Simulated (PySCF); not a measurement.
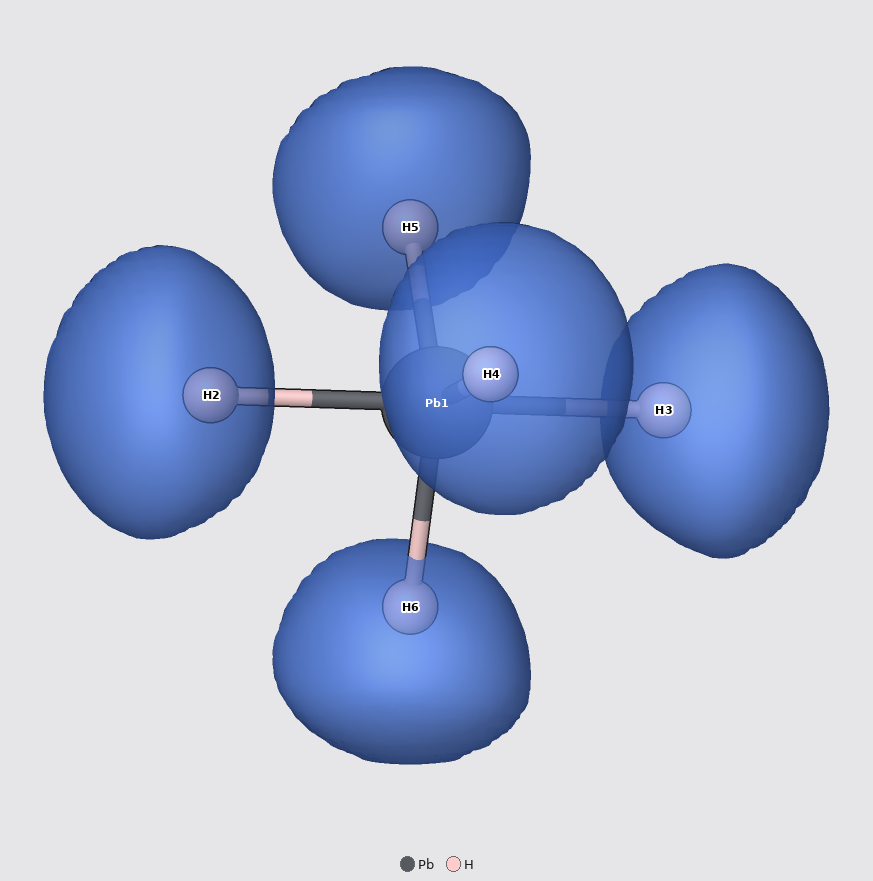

Figure. H5Pb (charge −1). Isosurface of the electron localisation function at 0.9 (blue), seen at a tilt. Core shells and regions of very low density are left out.

Core potentials replace the inner electrons of Pb; the highest occupied orbital lies above zero, a sign that basis and functional describe the outermost electron poorly.

These are results of RKS BP86, Pb def2-SVP with ECP60, H def2-SVP; non-relativistic Hamiltonian with scalar-relativistic core potentials where named; density fitting in PySCF, not measurements.

Input file:

```
mol = gto.M(atom='''
Pb     0.00000     0.00000    -0.00000
H      0.00000     0.00000     1.97931
H     -0.00000    -0.00000    -1.97931
H      1.87345    -0.00002    -0.00000
H     -0.93671     1.62246    -0.00000
H     -0.93674    -1.62244     0.00000''',
    basis={'Pb': 'def2-SVP', 'H': 'def2-SVP'},
    ecp={'Pb': 'def2-SVP'},
    charge=-1, spin=0)
mf = dft.RKS(mol, xc='B88,P86')
mf.grids.atom_grid = (75, 302)  # f atoms: at least (60, 302), unpruned
mf = mf.density_fit()  # Pb def2-universal-JKFIT, H def2-universal-JKFIT
mf.conv_tol = 1e-09; mf.max_cycle = 55
mf.kernel(dm0)
```

Run with:

```sh
OMP_NUM_THREADS=2 python run.py
```

Describe the localisation domains.

Answer. The surface consists of five regions around hydrogen nuclei.

Values along the shortest contacts:
Pb–H (1.87 Å): the ELF climbs to about 1 towards the hydrogen.
